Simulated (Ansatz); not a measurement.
## Electronic structure of BrCl$_{3}$Sn···H$_{2}$ in real space

Input file:

```
crystal:
  periodic: [false, false, false]
  atoms:
    - { symbol: Sn, position_ang: [0.0, 0.0, 0.0] }
    - { symbol: H, position_ang: [0.0, 0.0, 2.09] }
    - { symbol: Cl, position_ang: [2.2726, 0.0, -0.8025] }
    - { symbol: Cl, position_ang: [-1.1351, 1.9666, -0.8025] }
    - { symbol: Cl, position_ang: [-1.1351, -1.9666, -0.8025] }
    - { symbol: Br, position_ang: [-2.7426, 0.0, 0.9113] }
    - { symbol: H, position_ang: [-1.0109, 0.0, 2.145] }
basis:
  gaussian: { orbitals: def2-SVP }
hamiltonian:
  xc: b3lyp
relax:
  f_tol: 0.15
  max_steps: 25
  restrain:
    - { distance: [0, 5], at: 2.59, k: 30.0 }
    - { distance: [6, 1], at: 0.66, k: 30.0 }
    - { distance: [0, 1], at: 2.94, k: 30.0 }
    - { distance: [6, 5], at: 2.75, k: 30.0 }
output:
  orbitals: {}
```

Command:

```sh
ansatz run input.yaml --threads 4 --pin off --max-ram 5120MiB --backend cpu --events-out ev --progress --plain --runs-dir out
```

The fields are those of the run's last geometry, not of the input's.

Core potentials replace the inner electrons of Sn; not at a stationary point (largest force 1.7 eV/Å).

Level of theory: RKS B3LYP/def2-SVP (Ansatz).

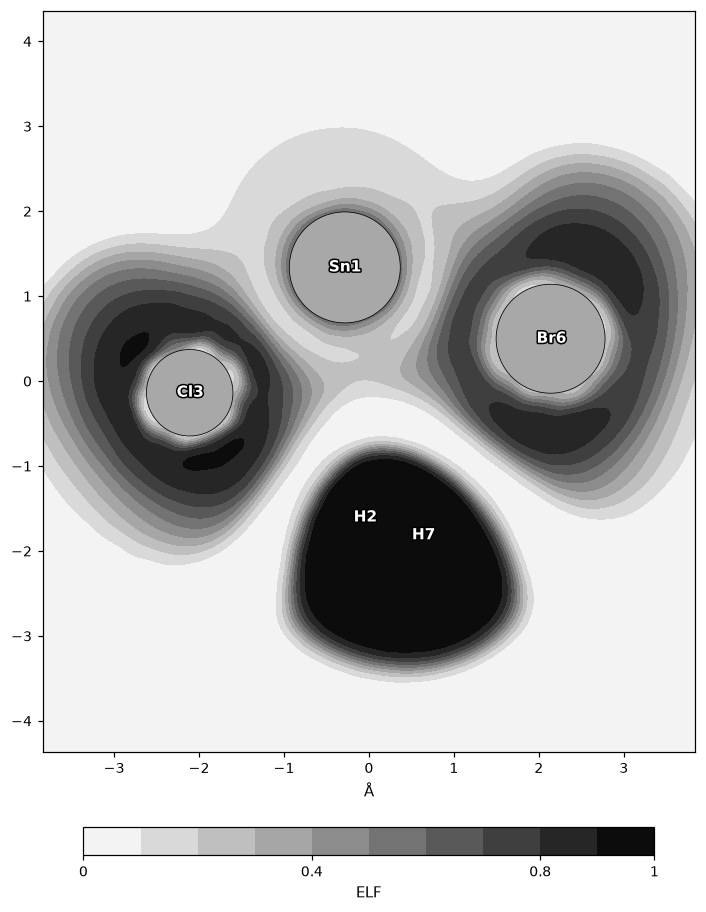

Figure 1. ELF on the plane of atoms Cl3, Sn1 and Br6. Grey discs cover the atomic cores.

What does the map show?

- The plane passes through Sn, H, Cl and Br nuclei.
- Sn1···H2 (2.95 Å): the ELF dips to about 0 between them.
- Sn–Cl (2.35 Å): the ELF peaks at about 0.80 in the valence shell of Cl, 0.9 Å from its nucleus, and drops to about 0.15 between the two atoms.
- Sn–Br (2.56 Å): the ELF peaks at about 0.75 in the valence shell of Br, 1.1 Å from its nucleus, and drops to about 0.20 between the two atoms.
- H–H (0.72 Å): the ELF peaks at about 1 between the atoms (a covalent bond by its length).
- The ELF also peaks beside Cl3 and Br6, away from the bonds: lone-pair regions.

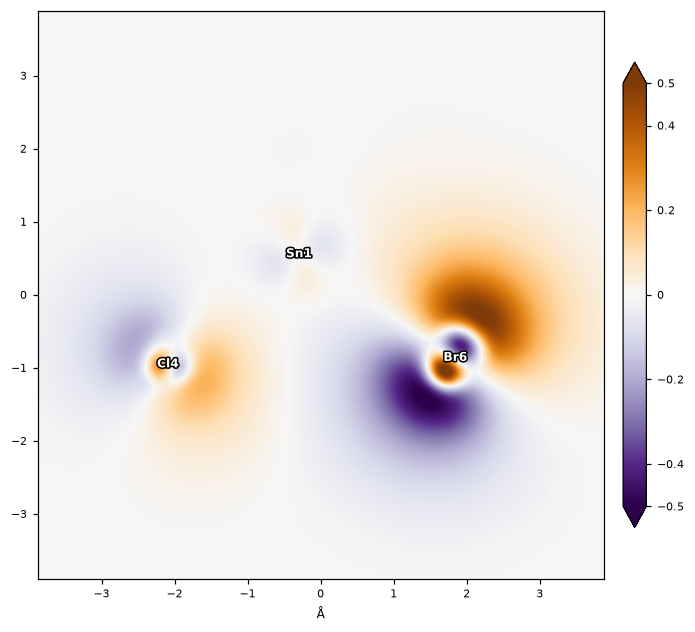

Figure 2. The HOMO−1 on the plane of atoms Cl4, Sn1 and Br6 (values in Å⁻³ᐟ²; the overall sign is arbitrary).

What is the character of this orbital?

Its weight (Hirshfeld) is mainly on Br6 (about 80 %), Cl4 (about 5 %) and Cl5 (about 5 %); largely a lone pair of Br6. Its energy is −8.68 eV.

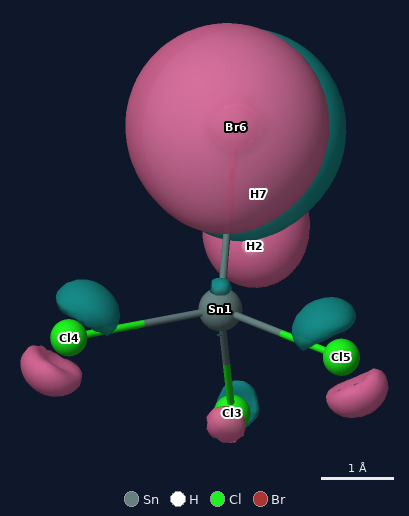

Figure 3. One frontier orbital at ±0.08 Å⁻³ᐟ² (teal and pink are the two phases), seen at an oblique angle.

Which orbital is it: HOMO or LUMO?

The HOMO, at −8.60 eV. It lies mainly on Br6 (about 85 %); largely a lone pair of Br6.
